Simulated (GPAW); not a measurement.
**Property calculation, with input and output: SiNH3O**

System: SiNH3O, SMILES N[Si]O.
Method: vdW-DF-cx/dzp, scalar-relativistic datasets (GPAW 26.7.0).

The geometry comes from this level: GFN2-xTB.

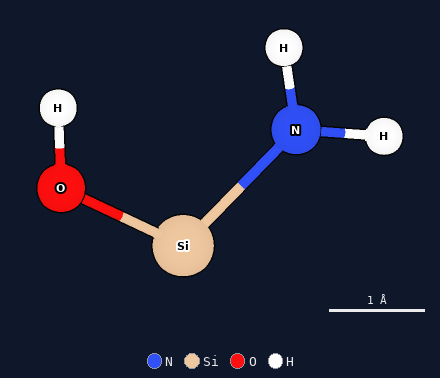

Figure 1. The structure (ball-and-stick view, seen at a tilt). Bond lengths as drawn: H–N 1.00 to 1.01 Å, H–O 0.96 Å, N–Si 1.72 Å and O–Si 1.63 Å.

## Input (sp.py)
```python
from ase import Atoms
from gpaw import GPAW

# Geometry
atoms = Atoms(['N', 'Si', 'O', 'H', 'H', 'H'],
    positions=[[ -0.773880,   0.123770,  -0.517520],
               [  0.649820,  -0.833640,  -0.607370],
               [  1.458070,  -0.399060,   0.734550],
               [ -1.498320,   0.084140,  -1.212820],
               [ -0.994200,   0.787560,   0.215840],
               [  1.158510,   0.237230,   1.387310]])
atoms.center(vacuum=4.5)

# Calculator
calc = GPAW(mode='lcao',
            maxiter=100,
            h=0.16,
            basis='dzp',
            xc={'name': 'vdW-DF-cx', 'backend': 'libvdwxc'},
            txt='-')
atoms.calc = calc

energy = atoms.get_potential_energy()
print(f'Energy: {energy:.5f} eV')
forces = atoms.get_forces()
print('Forces (eV/Ang)')
for symbol, f in zip(atoms.symbols, forces):
    print(f'{symbol:2} {f[0]:9.4f} {f[1]:9.4f} {f[2]:9.4f}')
homo, lumo = calc.get_homo_lumo()
print(f'HOMO = {homo:.3f} eV')
print(f'LUMO                    {lumo:.3f} eV')
print(f'Gap = {lumo - homo:.3f} eV')
```

Hardware: 1 thread of Arm Neoverse V1, 24 GiB of memory available, shared host.

Run as:
```bash
python3 -u sp.py | tee sp.out
```

## Log
```
__  _  _
 | _ |_)|_||  |
 |__||  | ||/\| - 26.7.0

units:  Angstrom and eV
cores:  1
OpenMP: False

Versions:
  Python: 3.12.14
  ASE:    3.29.0
  Numpy:  2.5.5
  Scipy:  1.18.1
  Libxc:  7.0.0

        _gpaw.cpython-312-aarch64-linux-gnu.so

Input parameters:
  mode=LCAO(),
  basis={'default': 'dzp'},
  h=0.16,
  maxiter=100,
  xc=XC(name='vdW-DF-cx', backend='libvdwxc')
        .----------------------------.
       /|                            |
      / |                            |
     /  |                            |
    /   |                            |
   /    |                            |
  /     |                            |
 *      |                            |
 |      |                            |
 |      |             H              |
 |      |        H    O              |
 |      |        N                   |
 |      |      H    Si               |
 |      |                            |
 |      .----------------------------.
 |     /                            /
 |    /                            /
 |   /                            /
 |  /                            /
 | /                            /
 |/                            /
 *----------------------------*

Atoms  # Å, Bohr magnetons
|   | symbol |        x |        y |        z |    initial magnetic moments |
|---|--------|----------|----------|----------|-----------------------------|
| 0 |      N | 5.224440 | 5.457410 | 5.195300 | ( 0.0000,  0.0000,  0.0000) |
| 1 |     Si | 6.648140 | 4.500000 | 5.105450 | ( 0.0000,  0.0000,  0.0000) |
| 2 |      O | 7.456390 | 4.934580 | 6.447370 | ( 0.0000,  0.0000,  0.0000) |
| 3 |      H | 4.500000 | 5.417780 | 4.500000 | ( 0.0000,  0.0000,  0.0000) |
| 4 |      H | 5.004120 | 6.121200 | 5.928660 | ( 0.0000,  0.0000,  0.0000) |
| 5 |      H | 7.156830 | 5.570870 | 7.100130 | ( 0.0000,  0.0000,  0.0000) |

Unit cell  # Å
| periodic |         x |         y |         z |   lengths |    angles |
|----------|-----------|-----------|-----------|-----------|-----------|
|       no | 11.956390 |  0.000000 |  0.000000 | 11.956390 | 90.000000 |
|       no |  0.000000 | 10.621200 |  0.000000 | 10.621200 | 90.000000 |
|       no |  0.000000 |  0.000000 | 11.600130 | 11.600130 | 90.000000 |

Number of symmetries: 1
Symmetry operations  # r_c * U_cc + t_c -> r_c
|   | kind |            matrix            |
|---|------|------------------------------|
| 0 |  E   |  1, 0, 0,  0, 1, 0,  0, 0, 1 |

BZ-sampling:
  Number of BZ points: 1
  Number of IBZ points: 1

  Monkhorst-Pack size: [1, 1, 1]
  Monkhorst-Pack shift: [0, 0, 0]

K-points  # in reciprocal-cell coordinates
|   |                                coordinates |     weight |
|---|--------------------------------------------|------------|
| 0 | (  0.00000000,   0.00000000,   0.00000000) | 1.00000000 |

basis functions: 54
Spin-components: 1 (collinear spins)
Bands:           15
Projectors:      24
Spin-degeneracy: 2
Datatype:        <class 'float'>

  Storage: CPU
  Wave functions: 6_480 bytes (6_480 per core)

Parallelization:
  kpt:    1
  domain: 1
  band:   1

Density:
  Valence electrons: 18.0
  Components: 1
  Grid points: [76 68 72]
  Charge: 0.0  # |e|

Potential:
  Grid points: [76 68 72]

species:
  N:
    name:    Nitrogen
    Z:       7.0
    valence: 5
    core:    2
    charge:  0.0  # [|e|]
    file:    N.PBE.gz
    compensation charges:
      type: gauss
      rc: 0.18  # [Å]
      lmax: 2
    cutoffs:
      filter: 1.11  # [Å]
      core: 0.96  # [Å]
    projectors
    | kind |    occ | energy [eV] | rcut [Å] |
    |------|--------|-------------|----------|
    |   2s |  2.000 |     -18.583 |    0.603 |
    |   2p |  3.000 |      -7.089 |    0.529 |
    |    s |        |       8.629 |    0.603 |
    |    p |        |      20.123 |    0.529 |
    |    d |        |       0.000 |    0.577 |

    LCAO basis set for N:
      Name: dzp
      File: N.dzp.basis.gz
      Number of radial functions: 5
      Number of spherical harmonics: 13
        l=0, rc=4.8594 Bohr: 2s-sz confined orbital
        l=1, rc=6.0625 Bohr: 2p-sz confined orbital
        l=0, rc=2.6094 Bohr: 2s-dz split-valence wave
        l=1, rc=3.2656 Bohr: 2p-dz split-valence wave
        l=2, rc=6.0625 Bohr: d-type Gaussian polarization
      Number of RI-basis functions 0

  Si:
    name:    Silicon
    Z:       14.0
    valence: 4
    core:    10
    charge:  0.0  # [|e|]
    file:    Si.PBE.gz
    compensation charges:
      type: gauss
      rc: 0.33  # [Å]
      lmax: 2
    cutoffs:
      filter: 1.86  # [Å]
      core: 2.06  # [Å]
    projectors
    | kind |    occ | energy [eV] | rcut [Å] |
    |------|--------|-------------|----------|
    |   3s |  2.000 |     -10.812 |    1.058 |
    |   3p |  2.000 |      -4.081 |    1.058 |
    |    s |        |      16.399 |    1.058 |
    |    p |        |      23.130 |    1.058 |
    |    d |        |       0.000 |    1.058 |

    LCAO basis set for Si:
      Name: dzp
      File: Si.dzp.basis.gz
      Number of radial functions: 5
      Number of spherical harmonics: 13
        l=0, rc=6.8594 Bohr: 3s-sz confined orbital
        l=1, rc=9.0625 Bohr: 3p-sz confined orbital
        l=0, rc=3.8906 Bohr: 3s-dz split-valence wave
        l=1, rc=5.2344 Bohr: 3p-dz split-valence wave
        l=2, rc=9.0625 Bohr: d-type Gaussian polarization
      Number of RI-basis functions 0

  O:
    name:    Oxygen
    Z:       8.0
    valence: 6
    core:    2
    charge:  0.0  # [|e|]
    file:    O.PBE.gz
    compensation charges:
      type: gauss
      rc: 0.21  # [Å]
      lmax: 2
    cutoffs:
      filter: 1.17  # [Å]
      core: 0.83  # [Å]
    projectors
    | kind |    occ | energy [eV] | rcut [Å] |
    |------|--------|-------------|----------|
    |   2s |  2.000 |     -23.961 |    0.688 |
    |   2p |  4.000 |      -9.029 |    0.598 |
    |    s |        |       3.251 |    0.688 |
    |    p |        |      18.182 |    0.598 |
    |    d |        |       0.000 |    0.619 |

    LCAO basis set for O:
      Name: dzp
      File: O.dzp.basis.gz
      Number of radial functions: 5
      Number of spherical harmonics: 13
        l=0, rc=4.3438 Bohr: 2s-sz confined orbital
        l=1, rc=5.3906 Bohr: 2p-sz confined orbital
        l=0, rc=2.2969 Bohr: 2s-dz split-valence wave
        l=1, rc=2.8906 Bohr: 2p-dz split-valence wave
        l=2, rc=5.3906 Bohr: d-type Gaussian polarization
      Number of RI-basis functions 0

  H:
    name:    Hydrogen
    Z:       1.0
    valence: 1
    core:    0
    charge:  0.0  # [|e|]
    file:    H.PBE.gz
    compensation charges:
      type: gauss
      rc: 0.15  # [Å]
      lmax: 2
    cutoffs:
      filter: 0.85  # [Å]
      core: 0.53  # [Å]
    projectors
    | kind |    occ | energy [eV] | rcut [Å] |
    |------|--------|-------------|----------|
    |   1s |  1.000 |      -6.494 |    0.476 |
    |    s |        |      20.717 |    0.476 |
    |    p |        |       0.000 |    0.476 |

    LCAO basis set for H:
      Name: dzp
      File: H.dzp.basis.gz
      Number of radial functions: 3
      Number of spherical harmonics: 5
        l=0, rc=6.4219 Bohr: 1s-sz confined orbital
        l=0, rc=3.6094 Bohr: 1s-dz split-valence wave
        l=1, rc=6.4219 Bohr: p-type Gaussian polarization
      Number of RI-basis functions 0

Reference energy: -11446.388542  # eV

eigensolver:
  <gpaw.new.lcao.eigensolver.LCAOEigensolver object at 0xe4b965753440>
density mixing:
  MSR1-Mixer
  Pratt-step length: 0.05
  Maximum mixing coefficient: 0.75
  Old densities: 10
  SVD Regularization: 0.005
  Good broyden scale: 1.0
  Trust region scale: 1.0
  Backstep threshold: 4.0
  History deletion threshold: 6.0
  Fourier metric: weight=20.0, sigma=0.015

occupation numbers:
  # Zero width

FastPoissonSolver using
    Stencil: 6*3+1=19 point O(h^6) finite-difference Laplacian
    FFT axes: []
    FST axes: [np.int64(1), np.int64(2), np.int64(0)]

xc functional:
  name: vdW-DF-cx with libvdwxc
  Mode: serial
  Semilocal: GGA_X_LV_RPW86+LDA_C_PW with 2 nearest neighbor stencil
  Local blocksize: 152 x 136 x 144
  PAW datasets: PBE
interpolation: tri-quintic # 5. degree polynomial

        .----------------------------.
       /|                            |
      / |                            |
     /  |                            |
    /   |                            |
   /    |                            |
  /     |                            |
 *      |                            |
 |      |                            |
 |      |             H              |
 |      |        H    O              |
 |      |        N                   |
 |      |      H    Si               |
 |      |                            |
 |      .----------------------------.
 |     /                            /
 |    /                            /
 |   /                            /
 |  /                            /
 | /                            /
 |/                            /
 *----------------------------*

Atoms  # Å, Bohr magnetons
|   | symbol |        x |        y |        z |    initial magnetic moments |
|---|--------|----------|----------|----------|-----------------------------|
| 0 |      N | 5.224440 | 5.457410 | 5.195300 | ( 0.0000,  0.0000,  0.0000) |
| 1 |     Si | 6.648140 | 4.500000 | 5.105450 | ( 0.0000,  0.0000,  0.0000) |
| 2 |      O | 7.456390 | 4.934580 | 6.447370 | ( 0.0000,  0.0000,  0.0000) |
| 3 |      H | 4.500000 | 5.417780 | 4.500000 | ( 0.0000,  0.0000,  0.0000) |
| 4 |      H | 5.004120 | 6.121200 | 5.928660 | ( 0.0000,  0.0000,  0.0000) |
| 5 |      H | 7.156830 | 5.570870 | 7.100130 | ( 0.0000,  0.0000,  0.0000) |

Unit cell  # Å
| periodic |         x |         y |         z |   lengths |    angles |
|----------|-----------|-----------|-----------|-----------|-----------|
|       no | 11.956390 |  0.000000 |  0.000000 | 11.956390 | 90.000000 |
|       no |  0.000000 | 10.621200 |  0.000000 | 10.621200 | 90.000000 |
|       no |  0.000000 |  0.000000 | 11.600130 | 11.600130 | 90.000000 |

Number of symmetries: 1
Symmetry operations  # r_c * U_cc + t_c -> r_c
|   | kind |            matrix            |
|---|------|------------------------------|
| 0 |  E   |  1, 0, 0,  0, 1, 0,  0, 0, 1 |

BZ-sampling:
  Number of BZ points: 1
  Number of IBZ points: 1

  Monkhorst-Pack size: [1, 1, 1]
  Monkhorst-Pack shift: [0, 0, 0]

K-points  # in reciprocal-cell coordinates
|   |                                coordinates |     weight |
|---|--------------------------------------------|------------|
| 0 | (  0.00000000,   0.00000000,   0.00000000) | 1.00000000 |

basis functions: 54
Spin-components: 1 (collinear spins)
Bands:           15
Projectors:      24
Spin-degeneracy: 2
Datatype:        <class 'float'>

  Storage: CPU
  Wave functions: 6_480 bytes (6_480 per core)

Parallelization:
  kpt:    1
  domain: 1
  band:   1

Density:
  Valence electrons: 18.0
  Components: 1
  Grid points: [76 68 72]
  Charge: 0.0  # |e|

Potential:
  Grid points: [76 68 72]

species:
  N:
    name:    Nitrogen
    Z:       7.0
    valence: 5
    core:    2
    charge:  0.0  # [|e|]
    file:    N.PBE.gz
    compensation charges:
      type: gauss
      rc: 0.18  # [Å]
      lmax: 2
    cutoffs:
      filter: 1.11  # [Å]
      core: 0.96  # [Å]
    projectors
    | kind |    occ | energy [eV] | rcut [Å] |
    |------|--------|-------------|----------|
    |   2s |  2.000 |     -18.583 |    0.603 |
    |   2p |  3.000 |      -7.089 |    0.529 |
    |    s |        |       8.629 |    0.603 |
    |    p |        |      20.123 |    0.529 |
    |    d |        |       0.000 |    0.577 |

    LCAO basis set for N:
      Name: dzp
      File: N.dzp.basis.gz
      Number of radial functions: 5
      Number of spherical harmonics: 13
        l=0, rc=4.8594 Bohr: 2s-sz confined orbital
        l=1, rc=6.0625 Bohr: 2p-sz confined orbital
        l=0, rc=2.6094 Bohr: 2s-dz split-valence wave
        l=1, rc=3.2656 Bohr: 2p-dz split-valence wave
        l=2, rc=6.0625 Bohr: d-type Gaussian polarization
      Number of RI-basis functions 0

  Si:
    name:    Silicon
    Z:       14.0
    valence: 4
    core:    10
    charge:  0.0  # [|e|]
    file:    Si.PBE.gz
    compensation charges:
      type: gauss
      rc: 0.33  # [Å]
      lmax: 2
    cutoffs:
      filter: 1.86  # [Å]
      core: 2.06  # [Å]
    projectors
    | kind |    occ | energy [eV] | rcut [Å] |
    |------|--------|-------------|----------|
    |   3s |  2.000 |     -10.812 |    1.058 |
    |   3p |  2.000 |      -4.081 |    1.058 |
    |    s |        |      16.399 |    1.058 |
    |    p |        |      23.130 |    1.058 |
    |    d |        |       0.000 |    1.058 |

    LCAO basis set for Si:
      Name: dzp
      File: Si.dzp.basis.gz
      Number of radial functions: 5
      Number of spherical harmonics: 13
        l=0, rc=6.8594 Bohr: 3s-sz confined orbital
        l=1, rc=9.0625 Bohr: 3p-sz confined orbital
        l=0, rc=3.8906 Bohr: 3s-dz split-valence wave
        l=1, rc=5.2344 Bohr: 3p-dz split-valence wave
        l=2, rc=9.0625 Bohr: d-type Gaussian polarization
      Number of RI-basis functions 0

  O:
    name:    Oxygen
    Z:       8.0
    valence: 6
    core:    2
    charge:  0.0  # [|e|]
    file:    O.PBE.gz
    compensation charges:
      type: gauss
      rc: 0.21  # [Å]
      lmax: 2
    cutoffs:
      filter: 1.17  # [Å]
      core: 0.83  # [Å]
    projectors
    | kind |    occ | energy [eV] | rcut [Å] |
    |------|--------|-------------|----------|
    |   2s |  2.000 |     -23.961 |    0.688 |
    |   2p |  4.000 |      -9.029 |    0.598 |
    |    s |        |       3.251 |    0.688 |
    |    p |        |      18.182 |    0.598 |
    |    d |        |       0.000 |    0.619 |

    LCAO basis set for O:
      Name: dzp
      File: O.dzp.basis.gz
      Number of radial functions: 5
      Number of spherical harmonics: 13
        l=0, rc=4.3438 Bohr: 2s-sz confined orbital
        l=1, rc=5.3906 Bohr: 2p-sz confined orbital
        l=0, rc=2.2969 Bohr: 2s-dz split-valence wave
        l=1, rc=2.8906 Bohr: 2p-dz split-valence wave
        l=2, rc=5.3906 Bohr: d-type Gaussian polarization
      Number of RI-basis functions 0

  H:
    name:    Hydrogen
    Z:       1.0
    valence: 1
    core:    0
    charge:  0.0  # [|e|]
    file:    H.PBE.gz
    compensation charges:
      type: gauss
      rc: 0.15  # [Å]
      lmax: 2
    cutoffs:
      filter: 0.85  # [Å]
      core: 0.53  # [Å]
    projectors
    | kind |    occ | energy [eV] | rcut [Å] |
    |------|--------|-------------|----------|
    |   1s |  1.000 |      -6.494 |    0.476 |
    |    s |        |      20.717 |    0.476 |
    |    p |        |       0.000 |    0.476 |

    LCAO basis set for H:
      Name: dzp
      File: H.dzp.basis.gz
      Number of radial functions: 3
      Number of spherical harmonics: 5
        l=0, rc=6.4219 Bohr: 1s-sz confined orbital
        l=0, rc=3.6094 Bohr: 1s-dz split-valence wave
        l=1, rc=6.4219 Bohr: p-type Gaussian polarization
      Number of RI-basis functions 0

Reference energy: -11446.388542  # eV

eigensolver:
  <gpaw.new.lcao.eigensolver.LCAOEigensolver object at 0xe4b96357cd10>
density mixing:
  MSR1-Mixer
  Pratt-step length: 0.05
  Maximum mixing coefficient: 0.75
  Old densities: 10
  SVD Regularization: 0.005
  Good broyden scale: 1.0
  Trust region scale: 1.0
  Backstep threshold: 4.0
  History deletion threshold: 6.0
  Fourier metric: weight=20.0, sigma=0.015

occupation numbers:
  # Zero width

FastPoissonSolver using
    Stencil: 6*3+1=19 point O(h^6) finite-difference Laplacian
    FFT axes: []
    FST axes: [np.int64(1), np.int64(2), np.int64(0)]

xc functional:
  name: vdW-DF-cx with libvdwxc
  Mode: serial
  Semilocal: GGA_X_LV_RPW86+LDA_C_PW with 2 nearest neighbor stencil
  Local blocksize: 152 x 136 x 144
  PAW datasets: PBE
interpolation: tri-quintic # 5. degree polynomial

Initialization done in: 12.952 s

convergence criteria:
- Maximum [total energy] change in last 3 cyles: 0.0005 eV / valence electron
- Maximum integral of absolute [dens]ity change: 0.0001 electrons / valence electron
- Maximum integral of absolute [eigenst]ate change: 4e-08 eV^2 / valence electron
maximum number of iterations: 100

SCF iterations
|iter     |     time |      energy | eigst |  dens |
|---------|----------|-------------|-------|-------|
|iter:   1| 00:00:13 |  -20.316665 |      c|       |
|iter:   2| 00:00:17 |  -19.639798 |      c| -0.69 |
|iter:   3| 00:00:21 |  -17.620481 |      c| -0.74 |
|iter:   4| 00:00:25 |  -17.593444 |      c| -1.30 |
|iter:   5| 00:00:29 |  -17.586842 |      c| -1.62 |
|iter:   6| 00:00:33 |  -17.586549c|      c| -2.55 |
|iter:   7| 00:00:37 |  -17.586477c|      c| -2.89 |
|iter:   8| 00:00:41 |  -17.586475c|      c| -3.28 |
|iter:   9| 00:00:46 |  -17.586475c|      c| -4.13c|

Converged in 9 steps
SCF loop duration: 33.083 s (3.676 s/step)
Energy contributions relative to reference atoms: (reference = -11446.388542)

Energy contributions:
  Kinetic:          34.408359
  Coulomb:         -34.198074
  Zero:              0.172103
  External:          0.000000
  Xc:              -17.968862
  Entropy:           0.000000
  Spinorbit:         0.000000
  ----------------------------
  Free energy:     -17.586475
  Extrapolated:    -17.586475

dipole moment: (-0.428556, 0.425138, 0.223251)  # |e|*Ang

Fermi level: -3.172
Eigenvalues  # (at kpt = [0.000, 0.000, 0.000])
| band index |      eig [eV] | occ [0-2] |
|------------|---------------|-----------|
|          0 |       -24.803 |     2.000 |
|          1 |       -20.991 |     2.000 |
|          2 |       -13.726 |     2.000 |
|          3 |       -12.219 |     2.000 |
|          4 |       -11.479 |     2.000 |
|          5 |        -8.220 |     2.000 |
|          6 |        -8.022 |     2.000 |
|          7 |        -6.385 |     2.000 |
|          8 |        -5.262 |     2.000 |
|          9 |        -1.083 |     0.000 |
|         10 |         0.701 |     0.000 |
|         11 |         1.103 |     0.000 |
|         12 |         2.587 |     0.000 |
|         13 |         3.324 |     0.000 |
|         14 |         3.577 |     0.000 |

Gap: 4.180 eV
Transition (v -> c):
  (s=0, k=0, n=8, [0.00, 0.00, 0.00]) -> (s=0, k=0, n=9, [0.00, 0.00, 0.00])
No difference between direct/indirect transitions
vacuum-level: 0.000  # V
Energy: -17.58647 eV

Forces  # eV/Ang
|        x |        y |        z |
|----------|----------|----------|
|  0.55176 | -0.08728 |  0.29512 |  # N    0
| -0.44248 | -1.01828 | -1.83224 |  # Si   1
|  1.55482 | -0.36880 |  0.82852 |  # O    2
| -0.86852 | -0.08641 | -0.88731 |  # H    3
| -0.26080 |  0.66205 |  0.70785 |  # H    4
| -0.48941 |  0.92407 |  0.88342 |  # H    5

Force computation time: 0.297  # s
Forces (eV/Ang)
N     0.5518   -0.0873    0.2951
Si   -0.4425   -1.0183   -1.8322
O     1.5548   -0.3688    0.8285
H    -0.8685   -0.0864   -0.8873
H    -0.2608    0.6621    0.7079
H    -0.4894    0.9241    0.8834
HOMO = -5.262 eV
LUMO                    -1.083 eV
Gap = 4.180 eV
```

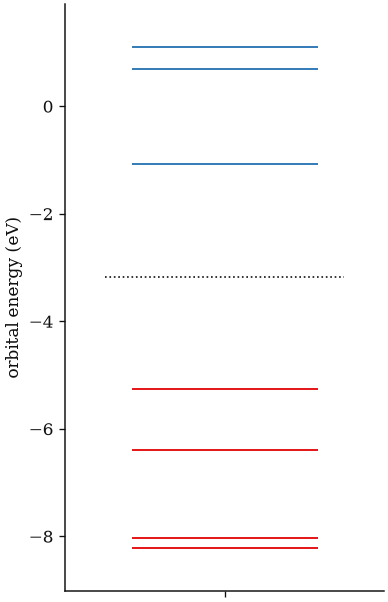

Figure 2. Orbital energies near the frontier; the dotted line parts filled from empty levels, and levels within 0.02 eV of each other stand side by side. Highest filled −5.26 eV, lowest empty −1.08 eV, 4.18 eV apart.

## Key numbers

| quantity | value |
| --- | --- |
| outcome | converged |
| energy relative to the program's reference atoms | −17.5865 eV |
| basis functions | 54 |
| largest force | 2.142 eV/Å |
| HOMO | −5.26 eV |
| LUMO | −1.08 eV |
| dipole moment | 3.09 D |
| wall time | 47 s |
| peak memory | 1.9 GiB |
